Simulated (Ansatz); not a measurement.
# One shape, several levels: quartet GaNH3

Aim: a comparison of 6 runs (UB3LYP/6-31G*, U-r2SCAN/def2-TZVP, U-r2SCAN0/def2-TZVP, UB2PLYP/def2-TZVP, UBHLYP/def2-TZVP, UCAM-B3LYP/def2-TZVP) of quartet GaNH3. 

The calculation is run with Ansatz 0.2.0.

55 further runs of the same task are left out: 55 set aside as unsound or not needed.

### Step 1. Starting point

GaNH3 has 5 atoms, charge 0, and is taken as a quartet. As SMILES of the parent species, `[NH2][GaH]`. Geometry: relaxed at PBE0-D4/def2-TZVP. This is one conformer, not always the lowest. That shape belongs to the parent species and isn't relaxed for this state.

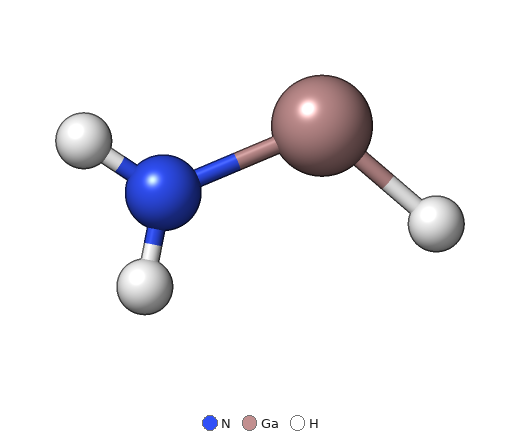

The structure, seen from a chosen angle (nitrogen blue, gallium pink, hydrogen white).

### Step 2. The energy at UB3LYP/6-31G(d) (spherical functions) (run 1)

The input, run.yaml:

```yaml
crystal:
  periodic: [false, false, false]
  atoms:
    - {symbol: "N", position_ang: [-0.211900, -0.684000, 0.064700]}
    - {symbol: Ga, position_ang: [0.815500, 0.782900, 0.417000]}
    - {symbol: H, position_ang: [-0.946800, -0.701300, -0.625100]}
    - {symbol: H, position_ang: [-0.115200, -1.569300, 0.532000]}
    - {symbol: H, position_ang: [0.508200, 2.097900, -0.430100]}
basis:
  gaussian:
    orbitals: 6-31G_st_-spherical.json
magnetization:
  spin_polarized: true
  initial_magnetization: 3
hamiltonian:
  xc: {name: B3LYP}
accuracy: high
output: {orbitals: {seedname: orbitals}}
```

The basis set 6-31G* is read from a file made from the Basis Set Exchange's data (not shown).

Launch:

```console
$ ansatz run run.yaml --threads 1 --pin off --max-ram 3480MiB --events-out events.jsonl --progress --plain --runs-dir runs
```

Output:

```text
Warning: RAYON_NUM_THREADS=1 ignored (pool sized by the plan → 1); use --threads N
Functional definition: B3LYP
  name "B3LYP"
  parameter a0 = 0.2
  parameter ax = 0.72
  parameter ac = 0.81
  exchange = (1 - a0 - ax)*slater_x + ax*b88_x + a0*exact_x
  correlation = (1 - ac)*vwn_rpa_c + ac*lyp_c
1062 factors; integrals over basis functions are off by at most 3.6e-9 eV
mean field evaluation 1: about -53903.0861 eV, gradient 2.1e1 eV
mean field evaluation 2: about -53903.0952 eV, gradient 2.3e1 eV
mean field evaluation 4: about -53904.9636 eV, gradient 6.3e-1 eV
mean field evaluation 8: about -53905.0433 eV, gradient 6.6e-2 eV
mean field evaluation 16: about -53905.0433 eV, gradient 9.4e-5 eV
mean field evaluation 32: about -53903.9170 eV, gradient 9.1e0 eV
mean field -53905.04331019 eV, -1980.9738034988 hartree, gradient 4.6e-8 eV, S^2 3.754173; 4 other end points of the search recorded, 0 dependent functions left out
reference -53905.04334308 eV, -1980.9738047074 hartree; 22, 19 occupied and 30, 33 virtual orbitals, 1062 factors
Total energy: -53905.04334308 eV, -1980.9738047074 hartree
```

Wall time 7.5 s (1 thread of Arm Neoverse V1, shared host); peak memory 0.2 GiB.

### Step 3. The energy at U-r2SCAN/def2-TZVP (run 2)

The input, in.yaml:

```yaml
crystal:
  periodic: [false, false, false]
  atoms:
    - symbol: "N"
      position_ang: [-0.211900, -0.684000, 0.064700]
    - symbol: Ga
      position_ang: [0.815500, 0.782900, 0.417000]
    - symbol: H
      position_ang: [-0.946800, -0.701300, -0.625100]
    - symbol: H
      position_ang: [-0.115200, -1.569300, 0.532000]
    - symbol: H
      position_ang: [0.508200, 2.097900, -0.430100]
basis:
  gaussian: {orbitals: def2-TZVP}
output: {orbitals: {seedname: orbitals}}
hamiltonian: {xc: {name: r2SCAN}}
accuracy: high
magnetization: {spin_polarized: true, initial_magnetization: 3}
```

Launch:

```console
$ ansatz run in.yaml --threads 1 --pin off --max-ram 3480MiB --events-out events.jsonl --progress --plain --runs-dir runs
```

Output:

```text
Warning: RAYON_NUM_THREADS=1 ignored (pool sized by the plan → 1); use --threads N
Functional definition: r2SCAN
  name "r2SCAN"
  parameter k0 = 0.174
  parameter k1 = 0.065
  parameter a1 = 4.9479
  exchange = r2scan_x(k0 = k0, k1 = k1, a1 = a1)
  correlation = r2scan_c
1600 factors; integrals over basis functions are off by at most 4.6e-9 eV
mean field evaluation 1: about -53899.8266 eV, gradient 5.2e1 eV
mean field evaluation 2: about -53830.7810 eV, gradient 1.0e2 eV
mean field evaluation 4: about -53906.8928 eV, gradient 2.5e1 eV
mean field evaluation 8: about -53911.1227 eV, gradient 7.6e-1 eV
mean field evaluation 16: about -53911.1206 eV, gradient 3.4e-4 eV
mean field evaluation 32: about -53909.9120 eV, gradient 1.1e1 eV
mean field -53911.12060211 eV, -1981.1971398575 hartree, gradient 7.2e-8 eV, S^2 3.758078; 5 other end points of the search recorded, 0 dependent functions left out
reference -53911.12060530 eV, -1981.1971399749 hartree; 22, 19 occupied and 75, 78 virtual orbitals, 1600 factors
Total energy: -53911.12060530 eV, -1981.1971399749 hartree
```

Wall time 20 s (1 thread of Arm Neoverse V1, shared host); peak memory 0.35 GiB.

Runs 3 to 5 aren't shown in full; the table further down has their settings and results.

### Step 4. The energy at UCAM-B3LYP/def2-TZVP (run 6)

The input, run.yaml:

```yaml
basis:
  gaussian:
    orbitals: def2-TZVP
crystal:
  periodic: [false, false, false]
  atoms:
    - symbol: N
      position_ang: [-0.211900, -0.684000, 0.064700]
    - symbol: Ga
      position_ang: [0.815500, 0.782900, 0.417000]
    - symbol: H
      position_ang: [-0.946800, -0.701300, -0.625100]
    - symbol: H
      position_ang: [-0.115200, -1.569300, 0.532000]
    - symbol: H
      position_ang: [0.508200, 2.097900, -0.430100]
magnetization:
  spin_polarized: true
  initial_magnetization: 3
hamiltonian:
  xc: {name: CAM-B3LYP}
accuracy: high
output: {orbitals: {seedname: orbitals}}
```

Launch:

```console
$ ansatz run run.yaml --threads 1 --pin off --max-ram 3480MiB --events-out events.jsonl --progress --plain --runs-dir runs
```

Output (excerpt; [...] marks lines left out):

```text
Warning: RAYON_NUM_THREADS=1 ignored (pool sized by the plan → 1); use --threads N
Functional definition: CAM-B3LYP
  name "CAM-B3LYP"
[...]
1600 factors; integrals over basis functions are off by at most 4.6e-9 eV
330 factors; integrals over basis functions are off by at most 2.4e-9 eV
[...]
mean field -53914.50729142 eV, -1981.3215983941 hartree, gradient 1.5e-8 eV, S^2 3.755247; 4 other end points of the search recorded, 0 dependent functions left out
reference -53914.50730718 eV, -1981.3215989731 hartree; 22, 19 occupied and 75, 78 virtual orbitals, 1600 factors
Total energy: -53914.50730718 eV, -1981.3215989731 hartree
```

It took 16 s on 1 thread of Arm Neoverse V1, shared host; peak memory 0.4 GiB.

### Step 5. The series

```csv
run,level,frozen core orbitals,energy (Eh),HOMO energy (eV),⟨S²⟩,wall time
1,UB3LYP/6-31G* (spherical functions),–,-1980.973805,-2.68,3.754,7.5 s
2,U-r2SCAN/def2-TZVP,–,-1981.197140,-2.39,3.758,20 s
3,U-r2SCAN0/def2-TZVP,–,-1981.167459,-3.15,3.759,24 s
4,UB2PLYP/def2-TZVP,10,-1980.814244,-3.58,3.757,16 s
5,UBHLYP/def2-TZVP,–,-1981.176827,-3.53,3.757,14 s
6,UCAM-B3LYP/def2-TZVP,–,-1981.321599,-3.93,3.755,16 s
```

### Step 6. Results

```
                                 quantity           value
                      run 6: total energy  -1981.32160 Eh
run 6: HOMO energy (highest over α and β)        -3.93 eV
                              run 6: ⟨S²⟩           3.755
```

In words: Totals of different functionals can't be ranked against each other. All runs together took 97 s, the longest 24 s.
